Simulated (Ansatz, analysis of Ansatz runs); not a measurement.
# Zero-phonon line of the N3V centre in diamond (r2SCAN), part 2 of 3

Subject: N3V centre in diamond. Wanted: its zero-phonon line, in one set-up (r2SCAN, 64-site cell, r2SCAN lattice, 500 eV, k: the zone centre alone). The model is a cell of 64 host atoms with 1 site emptied, N put on another atom's site, N put on another atom's site and N put on another atom's site. The excitation energy is a difference of total energies with one electron moved up within one spin channel. A meta-GGA costs about twice a GGA and mends lattice constants and part of the gap.

Ansatz 0.2.0; r2SCAN, 64-site cell, r2SCAN lattice, 500 eV, k: the zone centre alone.

So far: The starting structure; Relaxation, charge 0.

**2. Relaxation, charge 0 (continued)**

Level of this step: plane-wave PAW DFT, r2SCAN; relaxation of all atoms of a defect supercell (Ansatz).

Relaxation path:

```tsv
step	energy less that of the first step (eV)	largest force component (eV/Å)
1	0.0000	2.6542
2	-1.4833	1.2891
3	-1.8180	0.9052
4	-1.9098	0.0590
5	-1.9098	0.0598
6	-1.9106	0.0097
```

The atoms that moved most (Å, from the sites as typed, ahead of the random displacement, the mean shift of all atoms taken out):

```tsv
atom	dx	dy	dz	length
C48	0.090	0.090	-0.090	0.156
N41	0.084	-0.069	0.069	0.128
N26	-0.069	0.083	0.069	0.128
N4	-0.069	-0.069	-0.084	0.128
C14	0.041	0.014	-0.014	0.045
C5	0.014	0.014	-0.041	0.045
C13	0.014	0.041	-0.014	0.045
C36	-0.004	0.005	0.038	0.039
```

Neighbours of the ideal centre at the end:

```tsv
atom	distance (Å)
N26	1.667
N4	1.670
N41	1.672
C48	1.696
C22	2.498
C13	2.498
C52	2.498
C5	2.500
C37	2.500
C14	2.501
C20	2.509
C30	2.510
C6	2.511
C45	2.512
C7	2.513
C36	2.514
```

Read from the output:

| Quantity | Value |
| --- | --- |
| free energy | -16237.5698 eV |
| total moment | 1 μB |
| integral of the absolute spin density | 1.260 μB |
| spin contamination | 0.007346 |

The relaxation ends 30 meV an atom lower than the displaced start, with a largest force component of 0.0097 eV/Å.

**3. Ground state**

Both spins' levels are needed to pick the two between which the electron moves, so the ground state is solved with empty bands.

This step: plane-wave PAW DFT, r2SCAN; single point of a defect supercell.

File ground/input.yaml:

```yaml
crystal:
  lattice:
    - [7.12053983, 0.0, 0.0]
    - [0.0, 7.12053983, 0.0]
    - [0.0, 0.0, 7.12053983]
  atoms:
    - { symbol: C, position: [-0.000785248, -0.001305442, 0.249947678] }
    - { symbol: C, position: [-0.001177282, 0.249607532, -0.001333249] }
    - { symbol: C, position: [0.250119699, -0.001697575, -0.001346955] }
    - { symbol: "N", position: [0.240430669, 0.239915047, 0.238357621] }
    - { symbol: C, position: [0.127040697, 0.126530214, 0.369374847] }
    - { symbol: C, position: [0.125798079, 0.369201185, 0.125590094] }
    - { symbol: C, position: [0.369719967, 0.125281569, 0.125574569] }
    - { symbol: C, position: [0.00077072, 0.000247782, 0.749398819] }
    - { symbol: C, position: [0.003442252, 0.252447482, 0.497195664] }
    - { symbol: C, position: [0.25296741, 0.002932275, 0.49719866] }
    - { symbol: C, position: [0.252968674, 0.252443372, 0.746714554] }
    - { symbol: C, position: [0.125528613, 0.125013199, 0.87294791] }
    - { symbol: C, position: [0.127038752, 0.380261404, 0.623122055] }
    - { symbol: C, position: [0.380798577, 0.126523205, 0.623117719] }
    - { symbol: C, position: [0.375043315, 0.374522391, 0.875109636] }
    - { symbol: C, position: [0.00267653, 0.49696689, 0.252680245] }
    - { symbol: C, position: [7.6669e-05, 0.748957749, 0.000681251] }
    - { symbol: C, position: [0.25079868, 0.497536867, 0.001769669] }
    - { symbol: C, position: [0.250802002, 0.747876945, 0.25210342] }
    - { symbol: C, position: [0.125799601, 0.624055014, 0.380445053] }
    - { symbol: C, position: [0.124679841, 0.873215705, 0.125518806] }
    - { symbol: C, position: [0.375441298, 0.622840262, 0.126792612] }
    - { symbol: C, position: [0.375051581, 0.874533957, 0.375107794] }
    - { symbol: C, position: [-0.000791261, 0.499697876, 0.75094805] }
    - { symbol: C, position: [-0.001176198, 0.750978153, 0.5000364] }
    - { symbol: "N", position: [0.240426794, 0.511277029, 0.50973624] }
    - { symbol: C, position: [0.250119293, 0.750972517, 0.75134077] }
    - { symbol: C, position: [0.124677832, 0.624119241, 0.876426782] }
    - { symbol: C, position: [0.12553599, 0.876692709, 0.624630747] }
    - { symbol: C, position: [0.36971735, 0.624056177, 0.62435631] }
    - { symbol: C, position: [0.374886276, 0.874616939, 0.875009984] }
    - { symbol: C, position: [0.497480037, 0.002170847, 0.252669469] }
[... 8 lines left out ...]
    - { symbol: "N", position: [0.511820897, 0.239905292, 0.509758185] }
[... 14 lines left out ...]
    - { symbol: C, position: [0.497477393, 0.496953853, 0.747470499] }
    - { symbol: C, position: [0.498060258, 0.747878562, 0.499346872] }
    - { symbol: C, position: [0.748387677, 0.497548573, 0.499354154] }
    - { symbol: C, position: [0.749473776, 0.748967382, 0.750072809] }
    - { symbol: C, position: [0.624334697, 0.623803853, 0.873957554] }
    - { symbol: C, position: [0.62464644, 0.873221057, 0.625466487] }
    - { symbol: C, position: [0.873722662, 0.624124484, 0.625474428] }
    - { symbol: C, position: [0.874905827, 0.874394738, 0.875248833] }
basis:
  ecutwfc: 500
  xc_grid: 2
hamiltonian:
  xc: r2scan
kpoints:
  mp_grid: { grid: [1, 1, 1] }
magnetization:
  spin_polarized: true
  initial_magnetization: 1
  spin_locking: { lock_magnetization: hard }
scf:
  occupations: { method: fermi_dirac, width: 0.01 }
  max_iter: 120
  n_extra_bands: 20
  lower_state_search: "off"
output:
  forces: true
  eigenvalues: true
  eigenstates: { localisation: true }
checkpoint:
  read: "../relax.run"
  write: "../ground.run"
  compress: false
  write_wavefunctions: true
  write_every: 100000
```

Run with:

```bash
ansatz run input.yaml --threads 2 --pin off --max-ram 3768MiB --backend cpu --events-out ev --progress --plain --runs-dir out
```

Numbers of over 12 decimals in the logs are rounded to 6 here.

The log of the run:

```text
[...]
Warning: at least one further symmetry operation maps every atom of the structure, as the run holds it, onto an atom to within 3.20e-5 (fractional), and is not used: no operation is sought that the atoms, as the run holds them, miss by more than 2.00e-5, [...]
Warning: the band count 148 (scf.n_extra_bands) hosts the net moment |M| = 1.0000 μB (N_el = 255) but caps the reachable moment at 2·n_bands − N_el = 41.0000 μB, below the 191 bands that the automatic rule leaves for it — a moment growing past the seed, or [...]
[...]
Crystal: 63 atoms, lattice volume = 361.026 Å³
Basis set: ecut = 500 eV, 9093 PW (Γ), exchange–correlation on 108×108×108 points (8 copies of the dense FFT grid, shifted against one another)
Bands: 148, of which v1, the nominal top of the filled ones, is band 128 counted from 1 (127 counted from 0)
Symmetry: 1 space group operations
[...]
Fermi energy:    15.031753 (↑ 15.732363, ↓ 14.787004) eV
[...]
--- Forces (eV/Å), atoms counted from 1 ---
  atom   1  C      0.00014740    -0.00067801    -0.00039117
  atom   2  C      0.00300003    -0.00410632    -0.00117628
  [... 1 atom left out ...]
  atom   4  N     -0.00442019    -0.00582600    -0.00509895
  atom   5  C      0.00718813     0.00464826     0.00498852
  atom   6  C      0.00376926     0.00392050     0.00615931
  [... 6 atoms left out ...]
  atom  13  C      0.00678017    -0.00308282    -0.00680852
  atom  14  C     -0.00698061     0.00573712    -0.00384830
  [... 5 atoms left out ...]
  atom  20  C      0.00350907    -0.00688127    -0.00396073
  [... 5 atoms left out ...]
  atom  26  N     -0.00477160     0.00593172     0.00322833
  [... 3 atoms left out ...]
  atom  30  C      0.00373852    -0.00783155    -0.00322692
  [... 10 atoms left out ...]
  atom  41  N      0.00304142    -0.00593834    -0.00027137
  [... 6 atoms left out ...]
  atom  48  C     -0.00729224    -0.00691212     0.00797157
  [... 15 atoms left out ...]
  max |Σ_I F_I| component: 4.80e-3 eV/Å
--- Band table (eV) ---
[...]
[key lines of the parts left out:]
SCF converged after 2 iterations
Magnetization: 1.0000 μB (128.0000 up, 127.0000 down)
Free energy (F): -16237.569784 eV
```

Elapsed: 4.9 s, on 2 threads of Intel Xeon Gold 6455B (Sapphire Rapids), shared host; peak memory 0.77 GiB; 9.2 s of CPU time.

Numbers from this step:

* free energy: -16237.5698 eV
* total moment: 1 μB
* integral of the absolute spin density: 1.260 μB
* spin contamination: 0.007346

States next to the filling edge at the first k-point, on the run's own zero (eigenstates.tsv). The participation number counts the atoms that a state is spread over, of 63; bands count from 0.

```tsv
spin	band	energy (eV)	occupation	participation	largest share on	share
down	121	10.508	1.00	10.0	N4	0.18
down	122	11.909	1.00	15.9	N41	0.20
down	123	11.909	1.00	15.9	N26	0.21
down	124	12.577	1.00	56.3	C48	0.04
down	125	13.477	1.00	17.4	N4	0.20
down	126	13.477	1.00	17.4	N41	0.17
down	127	16.090	0.00	4.5	C48	0.46
down	128	17.547	0.00	52.6	C12	0.03
down	129	17.643	0.00	54.4	C13	0.03
down	130	17.644	0.00	54.4	C5	0.03
down	131	17.850	0.00	54.0	C63	0.03
up	122	11.862	1.00	15.1	N41	0.20
up	123	11.863	1.00	15.1	N26	0.22
up	124	12.206	1.00	25.6	C48	0.16
up	125	13.434	1.00	18.5	N4	0.19
up	126	13.435	1.00	18.5	N41	0.17
up	127	13.973	1.00	7.3	C48	0.35
up	128	17.491	0.00	52.5	C5	0.03
up	129	17.636	0.00	54.6	C13	0.03
up	130	17.637	0.00	54.6	C5	0.03
up	131	17.843	0.00	54.2	C63	0.03
up	132	17.843	0.00	54.2	C34	0.03
```

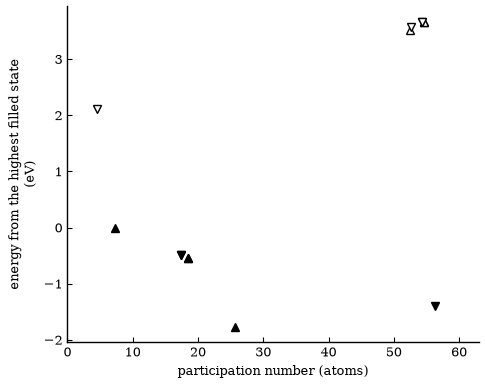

States next to the filling edge at the first k-point: energy against spread. Filled marks are occupied, open marks empty; triangles up and down are the spins.

Under r2SCAN at the zone centre alone, the highest filled state is spin up, spread over 7 of 63 atoms, and the lowest empty one, 2.12 eV above it, is spin down, spread over 4 of 63 atoms.

The largest moments in the atoms' spheres: C48 0.34, C49 0.03, C50 0.03, C51 0.03, N4 0.02, N26 0.02 μB.

**4. Excited state at the ground state's structure**

One electron is moved to the upper level and held there by its overlap; at the ground state's structure the energy difference is the vertical absorption.

This step: plane-wave PAW DFT, r2SCAN; single point of a defect supercell.

excited/input.yaml, as its differences from ground/input.yaml of step 3:

```diff
@@ -61,4 +61,9 @@
 scf:
-  occupations: { method: fermi_dirac, width: 0.01 }
-  max_iter: 120
+  occupations:
+    method: fermi_dirac
+    width: 0.01
+    excite:
+      from: { channel: down, k: 0, band: v2, track: overlap }
+      to: { channel: down, k: 0, band: v1, track: overlap }
+  max_iter: 150
   n_extra_bands: 20
@@ -67,7 +72,5 @@
   forces: true
-  eigenvalues: true
-  eigenstates: { localisation: true }
 checkpoint:
-  read: "../relax.run"
-  write: "../ground.run"
+  read: "../ground.run"
+  write: "../excited.run"
   compress: false
```

The log of the run:

```text
[...]
Crystal: 63 atoms, lattice volume = 361.026 Å³
Basis set: ecut = 500 eV, 9093 PW (Γ), exchange–correlation on 108×108×108 points (8 copies of the dense FFT grid, shifted against one another)
Bands: 148, of which v1, the nominal top of the filled ones, is band 128 counted from 1 (127 counted from 0)
Symmetry: 1 space group operations
[...]
k-points: 1
Excitation: hole v2 ↓ at k 0, (0, 0, 0); particle v1 ↓ at k 0, (0, 0, 0); 1.000000e0 electrons a cell; the bands as a deck names them, k counted from 0 among the points solved; in brackets its point in fractional reciprocal coordinates
[...]
--- Forces (eV/Å), atoms counted from 1 ---
  atom   1  C     -0.02082482    -0.02061794     0.53142745
  atom   2  C     -0.07691025    -0.01467761     0.34279833
  [... 1 atom left out ...]
  atom   4  N     -0.35661258    -0.35616511     0.40137927
  atom   5  C      0.04231536     0.03875195    -0.43349582
  atom   6  C      0.12763357     0.08546503    -0.16279270
  [... 6 atoms left out ...]
  atom  13  C      0.17508554    -0.12243063    -0.52413301
  atom  14  C     -0.12471415     0.17268151    -0.52085642
  [... 5 atoms left out ...]
  atom  20  C      0.36767065    -0.29806346    -0.91633975
  [... 5 atoms left out ...]
  atom  26  N     -0.43980811    -0.01959132     0.97997770
  [... 3 atoms left out ...]
  atom  30  C      0.35163601    -0.20023970    -0.59548904
  [... 10 atoms left out ...]
  atom  41  N     -0.02357487    -0.43917043     0.97621753
  [... 6 atoms left out ...]
  atom  48  C     -0.29305757    -0.29151852     0.87653917
  [... 15 atoms left out ...]
  max |Σ_I F_I| component: 1.59e-3 eV/Å
--- Band table (eV) ---
[...]
[key lines of the parts left out:]
Converged-ψ floor refinement (derivative, response, wavefunction or occupation consumer): ⟨swp⟩=1.5  Hψ=596  notcnv=0
SCF converged after 25 iterations
Magnetization: 1.0000 μB (128.0000 up, 127.0000 down)
Free energy (F): -16235.103268 eV
Fermi energy:    16.608600 (↑ 16.608815, ↓ 15.446016) eV  (of the remaining states, beside the excitation)
```

The job ended after 28 s (2 threads; peak memory 0.83 GiB).

Numbers from this step:

```yaml
free_energy: -16235.1033 eV
total_moment: 1 μB
integral_of_the_absolute_spin_density: 1.172 μB
spin_contamination: 0.001963
```

For the integral of the absolute spin density, step 3 gave 1.26 μB; this run, with other occupations, gives 1.17 μB (-7 %).

**5. Relaxation in the excited state**

The zero-phonon line joins two minima, so the atoms are relaxed with the electron held in the upper level.

This step: plane-wave PAW DFT, r2SCAN; Delta-SCF with one electron moved between two levels, relaxation of all atoms.

excited_relax/input.yaml, as its differences from excited/input.yaml of step 4:

```diff
@@ -74,3 +74,3 @@
   read: "../ground.run"
-  write: "../excited.run"
+  write: "../excited_relax.run"
   compress: false
@@ -78 +78,5 @@
   write_every: 100000
+relax:
+  f_tol: 0.02
+  max_steps: 50
+  escape_saddle: false
```

The log of the run:

```text
[...]
Crystal: 63 atoms, lattice volume = 361.026 Å³
Basis set: ecut = 500 eV, 9093 PW (Γ), exchange–correlation on 108×108×108 points (8 copies of the dense FFT grid, shifted against one another)
Bands: 148, of which v1, the nominal top of the filled ones, is band 128 counted from 1 (127 counted from 0)
Symmetry: 1 space group operations
[...]
k-points: 1
[...]
SCF iter  25: F=-16235.103268 eV  HF=-16235.103268 eV  |F-HF|=1.33e-10  |Δ(HF+E_count)|=  5.00e-10  Δρ=3.20e-7 (↑1.92e-7 ↓3.20e-7)  dr2=5.68e-10  dr2_τ=8.86e-12  dr2_m=4.78e-11  M=1.000 μB ∫|m|=1.171 μB  ethr=3.22e-12  ⟨swp⟩=1.0  Hψ=931  notcnv=0
[...]
SCF 1 converged in 25 iterations: F = -16235.103268 eV  dr2 = 5.68e-10
[...]
--- Relaxed structure (5 steps of the walk, 5 accepted, 0 SCFs on fresh bases) ---
  F+E_penalty+E_count = -16235.30847749 eV   max|allowed force component| = 1.326e-2 eV/Å
  atoms:
    - { symbol: C, position: [-0.000945, -0.001461, 0.251169] }
    - { symbol: C, position: [-0.001111, 0.249845, -0.000558] }
    [... 1 atom left out ...]
    - { symbol: N, position: [0.238623, 0.238108, 0.239571] }
    - { symbol: C, position: [0.126389, 0.125868, 0.368779] }
    - { symbol: C, position: [0.126451, 0.369181, 0.125776] }
    [... 6 atoms left out ...]
    - { symbol: C, position: [0.126840, 0.379539, 0.622755] }
    - { symbol: C, position: [0.380062, 0.126318, 0.622756] }
    [... 5 atoms left out ...]
    - { symbol: C, position: [0.127619, 0.622241, 0.378194] }
    [... 5 atoms left out ...]
    - { symbol: N, position: [0.237956, 0.511529, 0.513592] }
    [... 3 atoms left out ...]
    - { symbol: C, position: [0.370558, 0.623082, 0.622857] }
    [... 10 atoms left out ...]
    - { symbol: N, position: [0.512045, 0.237442, 0.513590] }
    [... 6 atoms left out ...]
    - { symbol: C, position: [0.509881, 0.509366, 0.241494] }
    [... 15 atoms left out ...]
[key lines of the parts left out:]
SCF converged after 6 iterations
Magnetization: 1.0000 μB (128.0000 up, 127.0000 down)
Free energy (F): -16235.308477 eV
```

Run time: 89 s. Hardware: 2 threads; peak memory 0.85 GiB.

Step by step:

```tsv
step	energy less that of the first step (eV)	largest force component (eV/Å)
1	0.0000	1.6360
2	-0.1731	0.4167
3	-0.2038	0.0848
4	-0.2052	0.0133
5	-0.2052	0.0133
```

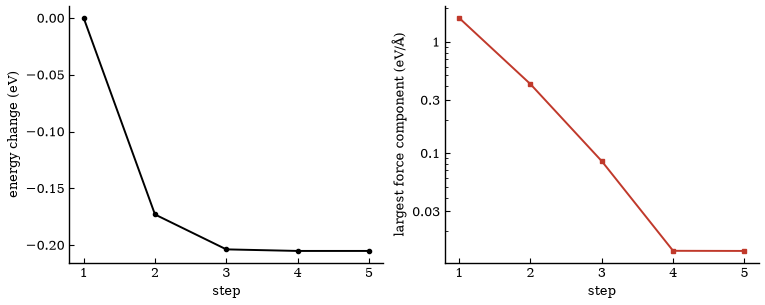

Energy and largest force along the relaxation.

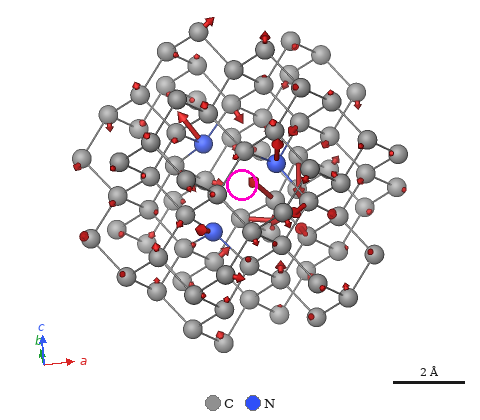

Displacements in the relaxation near the centre, exaggerated; the longest in the cell stands for 0.04 Å. A ring marks the centre wherever it is empty.

The atoms that moved most (Å):

```tsv
atom	dx	dy	dz	length
C48	-0.020	-0.020	0.029	0.041
C52	-0.002	-0.002	-0.034	0.034
N26	-0.018	0.002	0.027	0.033
N41	0.002	-0.018	0.027	0.032
C22	0.030	-0.004	-0.004	0.030
C37	-0.004	0.030	-0.004	0.030
C20	0.013	-0.013	-0.016	0.024
C36	-0.013	0.013	-0.016	0.024
```

Neighbours of the ideal centre at the end:

```tsv
atom	distance (Å)
C48	1.656
N4	1.680
N26	1.694
N41	1.699
C20	2.491
C36	2.496
C52	2.496
C13	2.497
C30	2.497
C22	2.498
C14	2.500
C45	2.500
C37	2.500
C5	2.507
C6	2.507
C7	2.509
```

Read from the output:

- free energy: -16235.3085 eV
- total moment: 1 μB
- integral of the absolute spin density: 1.176 μB
- spin contamination: 0.001934

The relaxation ends 3.3 meV an atom lower, with a largest force component of 0.013 eV/Å.

(Part 2 of 3 ends here.)

[Logs are printed without paths, hosts, clocks, repeated set-up lines and the standing remarks that a program may print on its own settings, such as how far it seeks lower states.]

[Hosts, paths, dates, database ids (printed as entryN), source tags and the programs' standing remarks are cut or masked in the printed files.]

[For some hosts the program warned that the k-mesh of the response run may be too coarse for force constants and the static dielectric constant; such warnings are not shown here.]
